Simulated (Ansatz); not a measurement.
# HfH₂ (quintet): B2PLYP, PBE-QIDH, RPA-PBE over a scan of the scale of all distances, def2-SVP, part 2 of 2

Ansatz 0.2.0, Gaussian basis; def2-SVP, all electrons in the functionals, frozen cores in the correlation of double hybrids and RPA.

## (15) PBE-QIDH, 1.740

The input, in.yaml:

```yaml
crystal:
  periodic: [false, false, false]
  atoms:
    - {symbol: Hf, position_ang: [0.000000, 0.000000, 0.000000]}
    - {symbol: H, position_ang: [0.000000, 0.000000, -3.412314]}
    - {symbol: H, position_ang: [0.000000, 0.000000, 3.412314]}
basis:
  gaussian: {orbitals: def2-SVP}
magnetization: {spin_polarized: true, initial_magnetization: 4}
hamiltonian: {xc: {name: PBE-QIDH}}
correlation: {electrons: outside_noble_gas}
```

Launch:

```
ansatz run in.yaml --threads 1 --pin off --events-out ev --progress --plain --max-ram 2393MiB
```

Output, shortened:

```text
Functional definition: PBE-QIDH
  name "PBE-QIDH"
  cite "Brémond, Sancho-García, Pérez-Jiménez & Adamo, J. Chem. Phys. 141, 031101 (2014) doi:10.1063/1.4890314"
  cite "Perdew, Burke & Ernzerhof, Phys. Rev. Lett. 77, 3865 (1996) doi:10.1103/PhysRevLett.77.3865"
[...]
426 factors; integrals over basis functions are off by at most 3.8e-4 eV
[...]
mean field -1324.17981534 eV, -48.6627106523 hartree, gradient 1.0e-6 eV, S^2 6.062214; 8 other end points of the search recorded, 0 dependent functions left out
4 core orbitals not correlated: weight in the atoms' cores, before any rotation towards them, 1.000 or more for the frozen orbitals, at most 0.000 for the correlated occupied ones
reference -1324.17982908 eV, -48.6627111573 hartree; 5, 1 occupied and 33, 37 virtual orbitals, 426 factors
second order -1.12606297 eV of doubles, -0.00000000 eV of singles
Total energy: -1324.55518340 eV, -48.6765051742 hartree
```

It took 8.5 s on 1 thread of Arm Neoverse V2, shared host.

From the report: ⟨S²⟩ of the determinant 6.062 (pure quintet: 6.00).

From 1.000: +183.5 kJ/mol.

## (16) PBE-QIDH, 1.994

The input, in.yaml:

```yaml
crystal:
  periodic: [false, false, false]
  atoms:
    - {symbol: Hf, position_ang: [0.000000, 0.000000, 0.000000]}
    - {symbol: H, position_ang: [0.000000, 0.000000, -3.910433]}
    - {symbol: H, position_ang: [0.000000, 0.000000, 3.910433]}
basis:
  gaussian: {orbitals: def2-SVP}
magnetization: {spin_polarized: true, initial_magnetization: 4}
hamiltonian: {xc: {name: PBE-QIDH}}
correlation: {electrons: outside_noble_gas}
```

Same command.

Output, shortened:

```text
Functional definition: PBE-QIDH
  name "PBE-QIDH"
  cite "Brémond, Sancho-García, Pérez-Jiménez & Adamo, J. Chem. Phys. 141, 031101 (2014) doi:10.1063/1.4890314"
  cite "Perdew, Burke & Ernzerhof, Phys. Rev. Lett. 77, 3865 (1996) doi:10.1103/PhysRevLett.77.3865"
[...]
426 factors; integrals over basis functions are off by at most 6.1e-4 eV
[...]
mean field -1324.10214655 eV, -48.6598563770 hartree, gradient 7.0e-7 eV, S^2 6.016016; 8 other end points of the search recorded, 0 dependent functions left out
4 core orbitals not correlated: weight in the atoms' cores, before any rotation towards them, 1.000 or more for the frozen orbitals, at most 0.000 for the correlated occupied ones
reference -1324.10216153 eV, -48.6598569277 hartree; 5, 1 occupied and 33, 37 virtual orbitals, 426 factors
second order -1.10585787 eV of doubles, -0.00000000 eV of singles
Total energy: -1324.47078082 eV, -48.6734034367 hartree
```

Run time: 14 s. Hardware: 1 thread of Arm Neoverse V2, shared host.

From the report: ⟨S²⟩ of the determinant 6.016 (pure quintet: 6.00).

From 1.000: +191.6 kJ/mol.

## (17) PBE-QIDH, 2.362

The input, in.yaml:

```yaml
crystal:
  periodic: [false, false, false]
  atoms:
    - {symbol: Hf, position_ang: [0.000000, 0.000000, 0.000000]}
    - {symbol: H, position_ang: [0.000000, 0.000000, -4.632118]}
    - {symbol: H, position_ang: [0.000000, 0.000000, 4.632118]}
basis:
  gaussian: {orbitals: def2-SVP}
magnetization: {spin_polarized: true, initial_magnetization: 4}
hamiltonian: {xc: {name: PBE-QIDH}}
correlation: {electrons: outside_noble_gas}
```

Launched as before.

Output, shortened:

```text
Functional definition: PBE-QIDH
  name "PBE-QIDH"
  cite "Brémond, Sancho-García, Pérez-Jiménez & Adamo, J. Chem. Phys. 141, 031101 (2014) doi:10.1063/1.4890314"
  cite "Perdew, Burke & Ernzerhof, Phys. Rev. Lett. 77, 3865 (1996) doi:10.1103/PhysRevLett.77.3865"
[...]
426 factors; integrals over basis functions are off by at most 5.9e-4 eV
[...]
mean field -1324.08137380 eV, -48.6590929924 hartree, gradient 1.6e-9 eV, S^2 6.007820; 8 other end points of the search recorded, 0 dependent functions left out
4 core orbitals not correlated: weight in the atoms' cores, before any rotation towards them, 1.000 or more for the frozen orbitals, at most 0.000 for the correlated occupied ones
reference -1324.08138885 eV, -48.6590935455 hartree; 5, 1 occupied and 33, 37 virtual orbitals, 426 factors
second order -1.09654345 eV of doubles, -0.00000000 eV of singles
Total energy: -1324.44690333 eV, -48.6725259551 hartree
```

Run time: 23 s. Hardware: 1 thread of Arm Neoverse V2, shared host.

From the report: ⟨S²⟩ of the determinant 6.008 (pure quintet: 6.00).

From 1.000: +193.9 kJ/mol.

## (18) RPA-PBE, 0.873

The input, in.yaml:

```yaml
crystal:
  periodic: [false, false, false]
  atoms:
    - {symbol: Hf, position_ang: [0.000000, 0.000000, 0.000000]}
    - {symbol: H, position_ang: [0.000000, 0.000000, -1.712040]}
    - {symbol: H, position_ang: [0.000000, 0.000000, 1.712040]}
basis:
  gaussian: {orbitals: def2-SVP}
magnetization: {spin_polarized: true, initial_magnetization: 4}
hamiltonian: {xc: {name: PBE}}
correlation: {method: rpa, electrons: outside_noble_gas}
```

The command is unchanged.

Output, shortened:

```text
Functional definition: PBE
  name "PBE"
  cite "Perdew, Burke & Ernzerhof, Phys. Rev. Lett. 77, 3865 (1996) doi:10.1103/PhysRevLett.77.3865"
  parent pbe
[...]
430 factors; integrals over basis functions are off by at most 8.5e-4 eV
[...]
mean field -1331.78952369 eV, -48.9423622763 hartree, gradient 2.7e-6 eV, S^2 6.001793; 19 other end points of the search recorded, 0 dependent functions left out
4 core orbitals not correlated: weight in the atoms' cores, before any rotation towards them, 0.998 or more for the frozen orbitals, at most 0.002 for the correlated occupied ones
reference -1315.81061862 eV, -48.3551483457 hartree; 5, 1 occupied and 33, 37 virtual orbitals, 430 factors
Total energy: -1320.67666400 eV, -48.5339722151 hartree
```

Wall time 14 s (1 thread of Arm Neoverse V2, shared host).

From the report: ⟨S²⟩ of the determinant 6.002 (pure quintet: 6.00).

## (19) RPA-PBE, 1.000

The input, in.yaml:

```yaml
crystal:
  periodic: [false, false, false]
  atoms:
    - {symbol: Hf, position_ang: [0.000000, 0.000000, 0.000000]}
    - {symbol: H, position_ang: [0.000000, 0.000000, -1.961100]}
    - {symbol: H, position_ang: [0.000000, 0.000000, 1.961100]}
basis:
  gaussian: {orbitals: def2-SVP}
magnetization: {spin_polarized: true, initial_magnetization: 4}
hamiltonian: {xc: {name: PBE}}
correlation: {method: rpa, electrons: outside_noble_gas}
```

The command is unchanged.

Output, shortened:

```text
Functional definition: PBE
  name "PBE"
  cite "Perdew, Burke & Ernzerhof, Phys. Rev. Lett. 77, 3865 (1996) doi:10.1103/PhysRevLett.77.3865"
  parent pbe
[...]
430 factors; integrals over basis functions are off by at most 1.1e-3 eV
[...]
mean field -1332.35866191 eV, -48.9632777200 hartree, gradient 3.1e-6 eV, S^2 6.002975; 15 other end points of the search recorded, 0 dependent functions left out
4 core orbitals not correlated: weight in the atoms' cores, before any rotation towards them, 0.999 or more for the frozen orbitals, at most 0.001 for the correlated occupied ones
reference -1316.47028744 eV, -48.3793907279 hartree; 5, 1 occupied and 33, 37 virtual orbitals, 430 factors
Total energy: -1321.38533196 eV, -48.5600152823 hartree
```

Run time: 14 s. Hardware: 1 thread of Arm Neoverse V2, shared host.

From the report: ⟨S²⟩ of the determinant 6.003 (pure quintet: 6.00).

## (20) RPA-PBE, 1.108

The input, in.yaml:

```yaml
crystal:
  periodic: [false, false, false]
  atoms:
    - {symbol: Hf, position_ang: [0.000000, 0.000000, 0.000000]}
    - {symbol: H, position_ang: [0.000000, 0.000000, -2.172899]}
    - {symbol: H, position_ang: [0.000000, 0.000000, 2.172899]}
basis:
  gaussian: {orbitals: def2-SVP}
magnetization: {spin_polarized: true, initial_magnetization: 4}
hamiltonian: {xc: {name: PBE}}
correlation: {method: rpa, electrons: outside_noble_gas}
```

Same command.

Output, shortened:

```text
Functional definition: PBE
  name "PBE"
  cite "Perdew, Burke & Ernzerhof, Phys. Rev. Lett. 77, 3865 (1996) doi:10.1103/PhysRevLett.77.3865"
  parent pbe
[...]
430 factors; integrals over basis functions are off by at most 1.5e-3 eV
[...]
mean field -1332.18710605 eV, -48.9569731586 hartree, gradient 2.3e-6 eV, S^2 6.004893; 15 other end points of the search recorded, 0 dependent functions left out
4 core orbitals not correlated: weight in the atoms' cores, before any rotation towards them, 1.000 or more for the frozen orbitals, at most 0.000 for the correlated occupied ones
reference -1316.35929092 eV, -48.3753116810 hartree; 5, 1 occupied and 33, 37 virtual orbitals, 430 factors
Total energy: -1321.27416456 eV, -48.5559299557 hartree
```

Run time: 13 s. Hardware: 1 thread of Arm Neoverse V2, shared host.

From the report: ⟨S²⟩ of the determinant 6.005 (pure quintet: 6.00).

From 1.000: +10.7 kJ/mol.

## (21) RPA-PBE, 1.291

The input, in.yaml:

```yaml
crystal:
  periodic: [false, false, false]
  atoms:
    - {symbol: Hf, position_ang: [0.000000, 0.000000, 0.000000]}
    - {symbol: H, position_ang: [0.000000, 0.000000, -2.531780]}
    - {symbol: H, position_ang: [0.000000, 0.000000, 2.531780]}
basis:
  gaussian: {orbitals: def2-SVP}
magnetization: {spin_polarized: true, initial_magnetization: 4}
hamiltonian: {xc: {name: PBE}}
correlation: {method: rpa, electrons: outside_noble_gas}
```

Same command.

Output, shortened:

```text
Functional definition: PBE
  name "PBE"
  cite "Perdew, Burke & Ernzerhof, Phys. Rev. Lett. 77, 3865 (1996) doi:10.1103/PhysRevLett.77.3865"
  parent pbe
[...]
426 factors; integrals over basis functions are off by at most 1.2e-3 eV
[...]
mean field -1331.45814034 eV, -48.9301841627 hartree, gradient 7.3e-6 eV, S^2 6.013599; 13 other end points of the search recorded, 0 dependent functions left out
4 core orbitals not correlated: weight in the atoms' cores, before any rotation towards them, 1.000 or more for the frozen orbitals, at most 0.000 for the correlated occupied ones
reference -1315.76471040 eV, -48.3534612499 hartree; 5, 1 occupied and 33, 37 virtual orbitals, 426 factors
Total energy: -1320.58353925 eV, -48.5305499436 hartree
```

It took 15 s on 1 thread of Arm Neoverse V2, shared host.

From the report: ⟨S²⟩ of the determinant 6.014 (pure quintet: 6.00).

From 1.000: +77.4 kJ/mol.

## (22) RPA-PBE, 1.523

The input, in.yaml:

```yaml
crystal:
  periodic: [false, false, false]
  atoms:
    - {symbol: Hf, position_ang: [0.000000, 0.000000, 0.000000]}
    - {symbol: H, position_ang: [0.000000, 0.000000, -2.986755]}
    - {symbol: H, position_ang: [0.000000, 0.000000, 2.986755]}
basis:
  gaussian: {orbitals: def2-SVP}
magnetization: {spin_polarized: true, initial_magnetization: 4}
hamiltonian: {xc: {name: PBE}}
correlation: {method: rpa, electrons: outside_noble_gas}
```

The command is unchanged.

Output, shortened:

```text
Functional definition: PBE
  name "PBE"
  cite "Perdew, Burke & Ernzerhof, Phys. Rev. Lett. 77, 3865 (1996) doi:10.1103/PhysRevLett.77.3865"
  parent pbe
[...]
426 factors; integrals over basis functions are off by at most 3.6e-4 eV
[...]
mean field -1330.55207965 eV, -48.8968870466 hartree, gradient 3.9e-6 eV, S^2 6.049291; 14 other end points of the search recorded, 0 dependent functions left out
4 core orbitals not correlated: weight in the atoms' cores, before any rotation towards them, 1.000 or more for the frozen orbitals, at most 0.000 for the correlated occupied ones
reference -1315.24765871 eV, -48.3344599507 hartree; 5, 1 occupied and 33, 37 virtual orbitals, 426 factors
Total energy: -1319.69392437 eV, -48.4978571999 hartree
```

Wall time 18 s (1 thread of Arm Neoverse V2, shared host).

From the report: ⟨S²⟩ of the determinant 6.049 (pure quintet: 6.00).

From 1.000: +163.2 kJ/mol.

## (23) RPA-PBE, 1.740

The input, in.yaml:

```yaml
crystal:
  periodic: [false, false, false]
  atoms:
    - {symbol: Hf, position_ang: [0.000000, 0.000000, 0.000000]}
    - {symbol: H, position_ang: [0.000000, 0.000000, -3.412314]}
    - {symbol: H, position_ang: [0.000000, 0.000000, 3.412314]}
basis:
  gaussian: {orbitals: def2-SVP}
magnetization: {spin_polarized: true, initial_magnetization: 4}
hamiltonian: {xc: {name: PBE}}
correlation: {method: rpa, electrons: outside_noble_gas}
```

Launched as before.

Output, shortened:

```text
Functional definition: PBE
  name "PBE"
  cite "Perdew, Burke & Ernzerhof, Phys. Rev. Lett. 77, 3865 (1996) doi:10.1103/PhysRevLett.77.3865"
  parent pbe
[...]
426 factors; integrals over basis functions are off by at most 3.8e-4 eV
[...]
mean field -1330.01337000 eV, -48.8770898321 hartree, gradient 2.7e-7 eV, S^2 6.088630; 14 other end points of the search recorded, 0 dependent functions left out
4 core orbitals not correlated: weight in the atoms' cores, before any rotation towards them, 1.000 or more for the frozen orbitals, at most 0.000 for the correlated occupied ones
reference -1315.31175528 eV, -48.3368154561 hartree; 5, 1 occupied and 33, 37 virtual orbitals, 426 factors
Total energy: -1319.23198209 eV, -48.4808811344 hartree
```

Wall time 17 s (1 thread of Arm Neoverse V2, shared host).

From the report: ⟨S²⟩ of the determinant 6.089 (pure quintet: 6.00).

From 1.000: +207.8 kJ/mol.

## (24) RPA-PBE, 1.994

The input, in.yaml:

```yaml
crystal:
  periodic: [false, false, false]
  atoms:
    - {symbol: Hf, position_ang: [0.000000, 0.000000, 0.000000]}
    - {symbol: H, position_ang: [0.000000, 0.000000, -3.910433]}
    - {symbol: H, position_ang: [0.000000, 0.000000, 3.910433]}
basis:
  gaussian: {orbitals: def2-SVP}
magnetization: {spin_polarized: true, initial_magnetization: 4}
hamiltonian: {xc: {name: PBE}}
correlation: {method: rpa, electrons: outside_noble_gas}
```

Same command.

Output, shortened:

```text
Functional definition: PBE
  name "PBE"
  cite "Perdew, Burke & Ernzerhof, Phys. Rev. Lett. 77, 3865 (1996) doi:10.1103/PhysRevLett.77.3865"
  parent pbe
[...]
426 factors; integrals over basis functions are off by at most 6.1e-4 eV
[...]
mean field -1329.74993919 eV, -48.8674089283 hartree, gradient 1.6e-8 eV, S^2 6.041477; 19 other end points of the search recorded, 0 dependent functions left out
4 core orbitals not correlated: weight in the atoms' cores, before any rotation towards them, 1.000 or more for the frozen orbitals, at most 0.000 for the correlated occupied ones
reference -1315.65605773 eV, -48.3494683380 hartree; 5, 1 occupied and 33, 37 virtual orbitals, 426 factors
Total energy: -1319.16715223 eV, -48.4784986807 hartree
```

It took 26 s on 1 thread of Arm Neoverse V2, shared host.

From the report: ⟨S²⟩ of the determinant 6.041 (pure quintet: 6.00).

From 1.000: +214.0 kJ/mol.

## (25) RPA-PBE, 2.362

The input, in.yaml:

```yaml
crystal:
  periodic: [false, false, false]
  atoms:
    - {symbol: Hf, position_ang: [0.000000, 0.000000, 0.000000]}
    - {symbol: H, position_ang: [0.000000, 0.000000, -4.632118]}
    - {symbol: H, position_ang: [0.000000, 0.000000, 4.632118]}
basis:
  gaussian: {orbitals: def2-SVP}
magnetization: {spin_polarized: true, initial_magnetization: 4}
hamiltonian: {xc: {name: PBE}}
correlation: {method: rpa, electrons: outside_noble_gas}
```

Same command.

Output, shortened:

```text
Functional definition: PBE
  name "PBE"
  cite "Perdew, Burke & Ernzerhof, Phys. Rev. Lett. 77, 3865 (1996) doi:10.1103/PhysRevLett.77.3865"
  parent pbe
[...]
426 factors; integrals over basis functions are off by at most 5.9e-4 eV
[...]
mean field -1329.68956234 eV, -48.8651901199 hartree, gradient 4.1e-8 eV, S^2 6.003676; 19 other end points of the search recorded, 0 dependent functions left out
4 core orbitals not correlated: weight in the atoms' cores, before any rotation towards them, 1.000 or more for the frozen orbitals, at most 0.000 for the correlated occupied ones
reference -1315.73900095 eV, -48.3525164451 hartree; 5, 1 occupied and 33, 37 virtual orbitals, 426 factors
Total energy: -1319.21008875 eV, -48.4800765687 hartree
```

Wall time 45 s (1 thread of Arm Neoverse V2, shared host).

From the report: ⟨S²⟩ of the determinant 6.004 (pure quintet: 6.00).

From 1.000: +209.9 kJ/mol.

## (26) The comparison

The yardstick is full CI for this spin, exact in this basis with these frozen cores. It comes from earlier runs at the same points. Energies in kJ/mol, counted from 1.000; blanks weren't run or aren't comparable.

| level | 0.873 | 1.000 | 1.108 | 1.291 | 1.523 | 1.740 | 1.994 | 2.362 |
| --- | --- | --- | --- | --- | --- | --- | --- | --- |
| FCI | 55.8 | 0.0 | 14.9 | 78.3 | 143.9 | 170.0 | 176.7 | 177.6 |
| B2PLYP | 56.7 | 0.0 | 15.5 | 80.8 | 150.4 | 181.2 | 193.7 | 197.9 |
| PBE-QIDH | 49.5 | 0.0 | 19.9 | 88.9 | 157.2 | 183.5 | 191.6 | 193.9 |
| RPA-PBE | 68.4 | 0.0 | 10.7 | 77.4 | 163.2 | 207.8 | 214.0 | 209.9 |

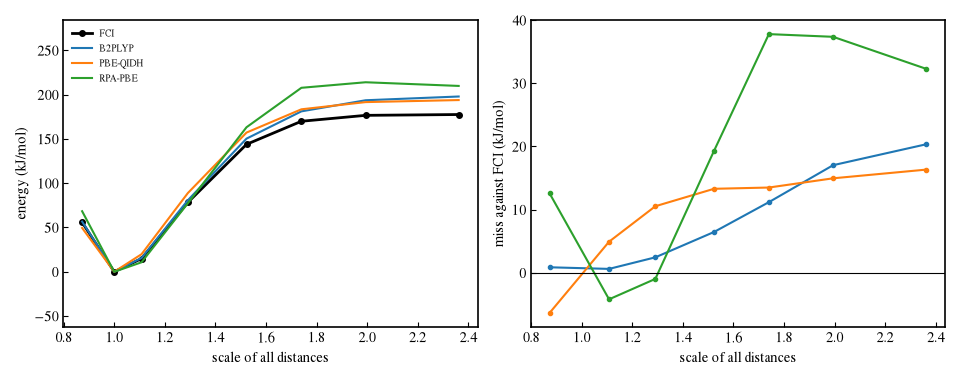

Left: the curves (the axis may cut off levels that run far away). Right: misses against FCI, in the same colours.

Largest miss and mean time a point (FCI took 9.5 min a point; shared hosts):

| level | largest miss (kJ/mol) | where | time a point |
| --- | --- | --- | --- |
| B2PLYP | +20.3 | 2.362 | 8.5 s |
| PBE-QIDH | +16.3 | 2.362 | 9.4 s |
| RPA-PBE | +37.8 | 1.740 | 20 s |

## (27) Results

What follows sums up all 2 parts.

| quantity | value |
| --- | --- |
| span of the FCI curve | 177.6 kJ/mol |
| largest miss, B2PLYP | +20.3 kJ/mol (2.362) |
| largest miss, PBE-QIDH | +16.3 kJ/mol (2.362) |
| largest miss, RPA-PBE | +37.8 kJ/mol (1.740) |

Of the functionals, PBE-QIDH keep the smallest largest miss at the points compared (at most 16.3 kJ/mol) and RPA-PBE strays most (37.8 kJ/mol, at 1.740). Functionals and the yardstick converge differently with the basis, so part of each miss in def2-SVP is the basis.
